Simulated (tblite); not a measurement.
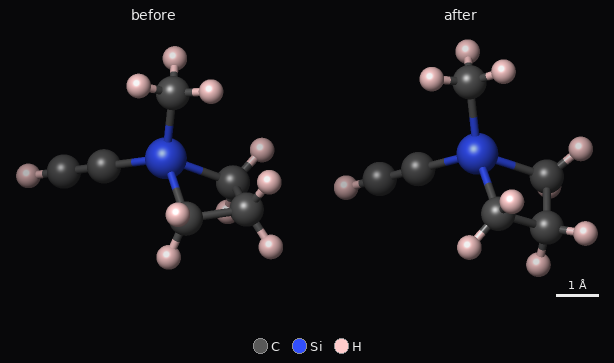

The structure of C$_{6}$H$_{10}$Si before (left) and after (right) a relaxation, at one scale.

A ball-and-stick model, seen at a tilt.

Theory: GFN2-xTB geometry optimisation, gas phase in tblite. 

Describe what moved and what it gained.

After 76 geometry steps the energy has fallen by 6.31 kcal/mol. The largest moves after the best rigid fit, 1.35 Å, are those of H atoms. By element the largest moves are H 1.35 Å, C 0.57 Å, Si 0.20 Å. Among the contacts that change: C–Si 1.835 → 1.898 Å, C–Si 1.877 → 1.916 Å, C–C 1.566 → 1.542 Å, C–H 1.108 → 1.088 Å. Among the angles between lasting bonds that change: C–Si–C 111.4° → 120.0°, C–Si–C 112.3° → 119.9°, C–Si–C 116.7° → 109.6°. Groups turn about C–C by about 45°, C–C by about 45°, C–Si by about 35°. Cost: 2.3 s on 1 thread of Intel(R) Xeon(R) Processor @ 2.50GHz, on a shared host.
